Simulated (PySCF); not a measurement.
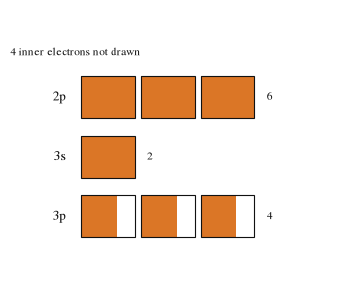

*The outer shells of the nominal configuration: a box for each of the 2l + 1 orbitals, shaded by the share of the shell that is filled, with the electron count at the right.*

# S: atomic calculation

- system: S, configuration 1s2 2s2 2p6 3s2 3p4, multiplicity 3.
- method: unrestricted HF, cc-pV(T+d)Z, non-relativistic, point nucleus (PySCF)

## What the run reported

| quantity | value |
| --- | --- |
| outcome | not converged |
| total energy | −397.226175 hartree |
| kinetic energy | 404.930007 hartree |
| −E/T (1 by the virial theorem at the basis-set limit) | 0.9810 |
| ⟨S²⟩ | 2.002 |
| ⟨L²⟩ | 2.00 |
| SCF iterations | 2 |
| hardware | 1 thread of Arm Neoverse V1, 23 GiB of memory available, shared host |

## What went wrong

One thing in this input was made wrong on purpose: too few SCF iterations. The run did not meet its convergence test in 2 iterations, so its last values are not results.

## The input
```python
from pyscf import gto, scf, dft, mp, cc
import basis_set_exchange as bse
mol = gto.M(atom="S 0 0 0", charge=0, spin=2, symmetry="D2h",
            basis=gto.basis.parse(bse.get_basis("cc-pV(T+d)Z", elements=["S"], fmt="nwchem", header=False)))
mf = scf.UHF(mol)
mf.irrep_nelec = {'Ag': (3, 3), 'B1u': (2, 1), 'B2u': (2, 2), 'B3u': (2, 1)}
mf.kernel()
```

The script is an equivalent of what the driver set up; the driver computed the properties (radii, ⟨L²⟩, response) afterwards. It also set what the script leaves out: max_cycle = 2, guess = 1e. It held the occupations shell by shell, which the script's counts by irreducible representation don't always enforce.

Launched within a batch (the task file carries these settings):
```bash
OMP_NUM_THREADS=1 python <driver script> TASK.json OUT
```

## Output (extracts)
```
damping factor = 0
level_shift factor = 0
DIIS = <class 'pyscf.scf.diis.CDIIS'>
diis_start_cycle = 1
diis_space = 10
diis_damp = 0
SCF conv_tol = 1e-09
SCF conv_tol_grad = None
number electrons alpha = 9  beta = 7
irrep_nelec {'Ag': (3, 3), 'B1g': (0, 0), 'B2g': (0, 0), 'B3g': (0, 0), 'Au': (0, 0), 'B1u': (2, 1), 'B2u': (2, 2), 'B3u': (2, 1)}
alpha HOMO (B2u) = 0.235382120916745  LUMO (B1u) = 0.777724544220505
  HOMO = 0.238703346734  LUMO = 0.240024370394  gap/eV = 0.03595
cycle= 1 E= -394.283438564093  delta_E= -15.9  |g|= 3.02  |ddm|= 11.2
alpha HOMO (B2u) = -0.928422583129366  LUMO (Ag) = -0.174809753348548
  HOMO = -0.893804209579  LUMO = -0.778894497638  gap/eV = 3.12685
cycle= 2 E= -397.226175259075  delta_E= -2.94  |g|= 0.952  |ddm|= 6.15
SCF not converged.
SCF energy = -397.226175259075 after 2 cycles  <S^2> = 2.0018425  2S+1 = 3.0012281
```
